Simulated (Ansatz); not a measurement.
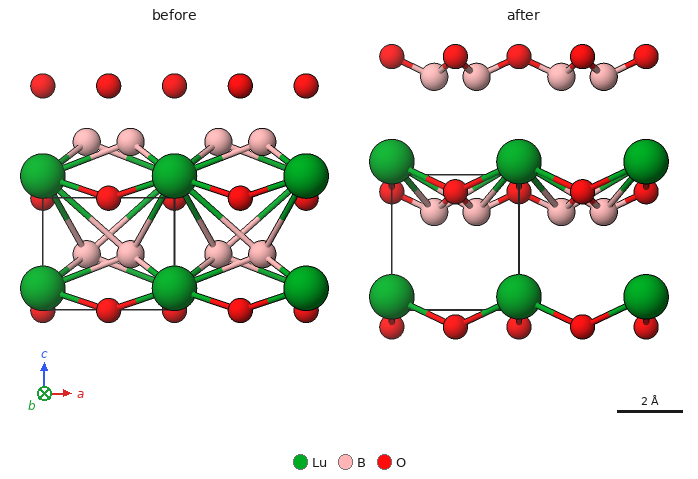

The structure of a crystal of LuB₂O₃ (a generated structure, set up in P6mm) (coarse preliminary run) before (left) and after (right) a relaxation, at one scale.

Style: ball-and-stick. Shown: the cell of the calculation, repeated 2 × 1 × 2 with one cell outlined, along the b axis.

These are results of DFT PBE, scalar-relativistic, plane waves, PAW in Ansatz 0.2.0, not measurements.

The input:
```yaml
crystal:
  lattice:
    - [4.7172176, 0.0, 0.0]
    - [-2.3586088, 4.08523028, 0.0]
    - [0.0, 0.0, 3.48405017]
  atoms:
    - { symbol: Lu, position: [0.0, 0.0, 0.19263026] }
    - { symbol: B, position: [0.66666667, 0.33333333, 0.49614772] }
    - { symbol: B, position: [0.33333333, 0.66666667, 0.49614772] }
    - { symbol: O, position: [0.0, 0.5, 0.99502307] }
    - { symbol: O, position: [0.5, 0.0, 0.99502307] }
    - { symbol: O, position: [0.5, 0.5, 0.99502307] }
basis:
  ecutwfc: 420
kpoints:
  mp_grid: { grid: [6, 6, 6] }
hamiltonian:
  xc: pbe
scf:
  occupations: { method: gaussian, width: 0.1 }
  lower_state_search: "off"
output:
  forces: true
  stress: true
  eigenvalues: true
relax:
  adjacent_minimum: "off"
  f_tol: 0.04
  max_steps: 70
  cell: { stress_tol: 0.4 }
```

Launched with:
```bash
ansatz run input.yaml --threads 1 --pin off --max-ram 2048MiB --backend cpu --events-out ev --progress --plain --runs-dir out
```

> Summarise the run.

Over 24 accepted moves (28 points after the start) the energy falls by 2021 meV per atom. The largest force component goes from 2.4 to 0.0089 eV/Å. The pressure goes from −10.88 to 0.08 GPa. At 4 points the geometry stayed and the basis and grid were re-selected for the new cell (energy shift of 9.4 meV per atom at most each time). The largest moves relative to the cell, 0.96 Å, are those of B2 and B3. B2 goes along +c. By element the largest moves are B 0.96 Å, O 0.51 Å, Lu 0.40 Å. The drawn cell changes as follows: a = b 4.717 → 4.555 Å (−3.4 %), c 3.484 → 4.194 Å (+20.4 %); the volume changes by +12.3 %. Near-neighbour distances that change, for instance: Lu1–B2 2.922 → 3.720 Å, B2–O4 2.208 → 1.458 Å, Lu1–Lu1 3.484 → 4.194 Å, Lu1–B2 (another image) 3.648 → 3.059 Å. New bonds form: B2–O4 (2.21 → 1.46 Å), B2–O5 (2.21 → 1.46 Å), B2–O6 (2.21 → 1.46 Å), B3–O4 (2.21 → 1.46 Å). Among the angles between lasting bonds that change: O4–Lu1–O4 147.5° → 135.4°, Lu1–O4–Lu1 147.5° → 135.4°, O4–Lu1–O5 112.5° → 106.5°. The space group stays P6mm (No. 183). Cost: 5.4 min on 1 thread of Arm Neoverse V1, on a shared host, peak memory 0.39 GiB.
